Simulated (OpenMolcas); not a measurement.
# One shape, several levels: doublet GaSiH4F+

Aim: a comparison of 5 runs (UHF/3-21G, UM06-2X/def2-SVP, UPBE/def2-SVP, USVWN5/def2-SVP, UTPSS/def2-SVP) of doublet GaSiH4F+. 

Program for the calculation: OpenMolcas 26.06.

1 further run of the same task is left out (it didn't finish).

**1. The molecule**

The species is GaSiH4F+ (7 atoms), meant as a doublet with charge +1. As SMILES of the parent species, `[F][GaH][SiH3]`. The shape is that of a PBE0-D4/def2-TZVP optimisation. That shape belongs to the parent species and isn't relaxed for this state.

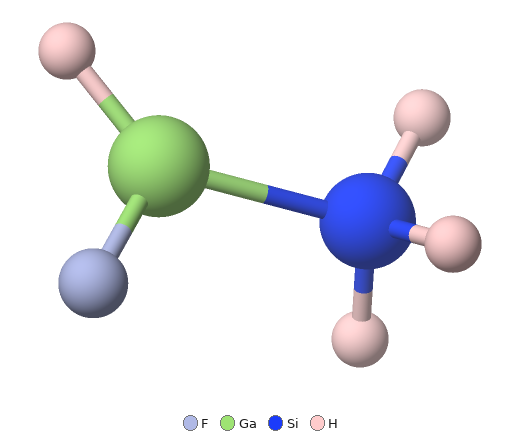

The structure, seen from a chosen angle (fluorine light blue, gallium green, silicon blue, hydrogen pink).

**2. The energy at UHF/3-21G (run 1)**

mol.input reads:

```
>>> EXPORT MOLCAS_PRINT=2

&GATEWAY
 BasLib = $CurrDir
 BasisSet
 F.3-21G....
 F1 0.231600 -2.152100 1.342200 angstrom
 End of Basis
 BasisSet
 Ga.3-21G....
 Ga2 0.019100 -0.400000 1.279300 angstrom
 End of Basis
 BasisSet
 Si.3-21G....
 Si3 -0.029700 0.450800 -0.970800 angstrom
 End of Basis
 BasisSet
 H.3-21G....
 H4 -0.096900 0.235400 2.704700 angstrom
 H5 -1.196100 -0.125700 -1.691600 angstrom
 H6 -0.144400 1.933400 -0.983000 angstrom
 H7 1.216400 0.058100 -1.680800 angstrom
 End of Basis

&SEWARD

&SCF
 UHF
 Charge = 1
 Spin = 2
 Thresholds = 1e-10 1e-07 1e-07 1e-05
 PrOrbitals = 1
```

The basis set 3-21G is read from a file made from the Basis Set Exchange's data (not shown).

On the command line:

```
$ export MOLCAS_MEM=1860
$ pymolcas mol.input > mol.log
```

The log of the run:

```text
--- Start Module: gateway ---
[...]
--- Stop Module: gateway /rc=_RC_ALL_IS_WELL_ ---
--- Start Module: seward ---
[...]
      Basis functions           52
--- Stop Module: seward /rc=_RC_ALL_IS_WELL_ ---
--- Start Module: scf ---
[...]
       Convergence after  23 Iterations
[...]
::    Total SCF energy                              -2302.1315502321
[...]
      Total spin, S                                     0.5190519336
[...]
      Total electronic charge=   57.000000
      Total            charge=    1.000000
[...]
      Dipole Moment (debye):
      Origin of the operator (angstrom)=    0.0389   -0.4480    0.7075
                   X= -5.3756E-01               Y=  4.8120E+00               Z= -2.0006E+00           Total=  5.2390E+00
      Center of Charge (angstrom)
[...]
--- Stop Module: scf /rc=_RC_ALL_IS_WELL_ ---
[...]
```

Wall time 2.1 s (1 thread of Intel Xeon 6975P-C (Granite Rapids), shared host); peak memory 0.38 GiB.

**3. The energy at UM06-2X/def2-SVP (run 2)**

test.input reads:

```
&GATEWAY
 BASLIB = $CurrDir
 COORD
 7
 bohr
 F      0.43766057    -4.06687959     2.53639040
 Ga     0.03609377    -0.75589045     2.41752663
 Si    -0.05612487     0.85188854    -1.83454612
 H     -0.18311446     0.44484153     5.11114225
 H     -2.26030142    -0.23753857    -3.19666071
 H     -0.27287645     3.65359649    -1.85760078
 H      2.29866286     0.10979309    -3.17625167
 BASIS = def2-SVP
 GROUP = NoSym

&SEWARD
 GRIDINPUT
 Grid=UltraFine
 End of Grid

&SCF
 UHF
 CHARGE = 1
 SPIN = 2
 KSDFT = M062X
 THRESHOLDS = 1e-10 1e-07 1e-07 1e-05
 PRORBITALS = 1 2
```

The basis set def2-SVP is read from a file made from the Basis Set Exchange's data (not shown).

On the command line:

```
$ export MOLCAS_MEM=1860
$ pymolcas test.input > test.log
```

The log of the run:

```text
--- Start Module: gateway ---
[...]
--- Stop Module: gateway /rc=_RC_ALL_IS_WELL_ ---
--- Start Module: seward ---
[...]
      Basis functions           84
--- Stop Module: seward /rc=_RC_ALL_IS_WELL_ ---
[...]
--- Start Module: scf ---
[...]
       Convergence after  21 Iterations
[...]
::    Total KS-DFT energy                           -2315.7599089069
[...]
      Total spin, S                                     0.5052563438
[...]
      Total electronic charge=   57.000000
      Total            charge=    1.000000
[...]
      Dipole Moment (debye):
      Origin of the operator (angstrom)=    0.0389   -0.4480    0.7075
                   X= -5.1112E-01               Y=  4.6039E+00               Z= -2.0806E+00           Total=  5.0780E+00
      Center of Charge (angstrom)
[...]
--- Stop Module: scf /rc=_RC_ALL_IS_WELL_ ---
[...]
```

It took 39 s on 1 thread of Intel Xeon 6975P-C (Granite Rapids), shared host; peak memory 0.46 GiB.

Runs 3 to 4 aren't shown in full; the table further down has their settings and results.

**4. The energy at UTPSS/def2-SVP (run 5)**

run.input reads:

```
&gateway
 baslib=$CurrDir
 coord
 7
 angstrom
 F        0.231600      -2.152100       1.342200
 Ga       0.019100      -0.400000       1.279300
 Si      -0.029700       0.450800      -0.970800
 H       -0.096900       0.235400       2.704700
 H       -1.196100      -0.125700      -1.691600
 H       -0.144400       1.933400      -0.983000
 H        1.216400       0.058100      -1.680800
 basis=def2-SVP
 group=NoSym

&seward
 gridinput
 Grid=UltraFine
 End of Grid

&scf
 uhf
 charge=1
 spin=2
 ksdft=2
 1.0 MGGA_X_TPSS
 1.0 MGGA_C_TPSS
 thresholds=1e-10 1e-07 1e-07 1e-05
 prorbitals=1 1
```

The basis set def2-SVP is read from a file made from the Basis Set Exchange's data (not shown).

On the command line:

```
$ export MOLCAS_MEM=1860
$ pymolcas run.input > run.log
```

The log of the run:

```text
--- Start Module: gateway ---
[...]
--- Stop Module: gateway /rc=_RC_ALL_IS_WELL_ ---
--- Start Module: seward ---
[...]
      Basis functions           84
--- Stop Module: seward /rc=_RC_ALL_IS_WELL_ ---
[...]
--- Start Module: scf ---
[...]
       Convergence after  28 Iterations
[...]
::    Total KS-DFT energy                           -2315.8731602536
[...]
      Total spin, S                                     0.5032854153
[...]
      Total electronic charge=   57.000000
      Total            charge=    1.000000
[...]
      Dipole Moment (debye):
      Origin of the operator (angstrom)=    0.0389   -0.4480    0.7075
                   X= -4.1324E-01               Y=  3.6897E+00               Z= -1.5439E+00           Total=  4.0210E+00
      Center of Charge (angstrom)
[...]
--- Stop Module: scf /rc=_RC_ALL_IS_WELL_ ---
[...]
```

Run time: 55 s. Hardware: 1 thread of Intel Xeon 6975P-C (Granite Rapids), shared host; peak memory 0.47 GiB.

**5. Overview of the runs**

```
run             level  integration grid   energy (Eh)  HOMO energy (eV)  LUMO energy (eV)   ⟨S²⟩  wall time
  1         UHF/3-21G                 –  -2302.131550            -18.24             -9.13  0.788      2.1 s
  2  UM06-2X/def2-SVP         UltraFine  -2315.759909            -16.29            -11.62  0.761       39 s
  3     UPBE/def2-SVP         UltraFine  -2315.294485            -13.82            -12.90  0.754       34 s
  4   USVWN5/def2-SVP         UltraFine  -2310.987735            -13.83            -13.09  0.752       19 s
  5    UTPSS/def2-SVP         UltraFine  -2315.873160            -14.06            -12.92  0.757       55 s
```

**6. Outcome**

| quantity | value |
| --- | --- |
| run 5: total energy | -2315.87316 Eh |
| run 5: HOMO energy (highest over α and β) | -14.06 eV |
| run 5: LUMO energy (lowest over α and β) | -12.92 eV |
| run 5: ⟨S²⟩ | 0.757 |

In words: Totals of different functionals can't be ranked against each other. All runs together took 2.5 min, the longest 55 s.
